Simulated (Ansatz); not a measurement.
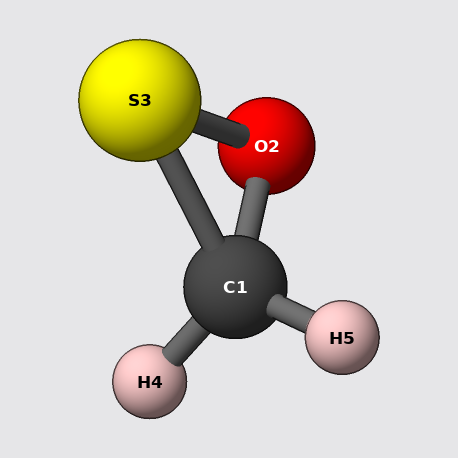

The questions are on Mulliken charges. Computed geometry: PBE-D4/def2-SVP optimisation. No frequency run is at hand to confirm it as a minimum. Properties computed with RKS PBE-D4/def2-SVP (Ansatz 0.2.0).

List the Mulliken charges.

```tsv
atom	value (e)
C1	0.11
O2	−0.33
S3	0.06
H4	0.08
H5	0.08
```

Mulliken values depend strongly on the basis set and can even reverse the polarity of a bond.
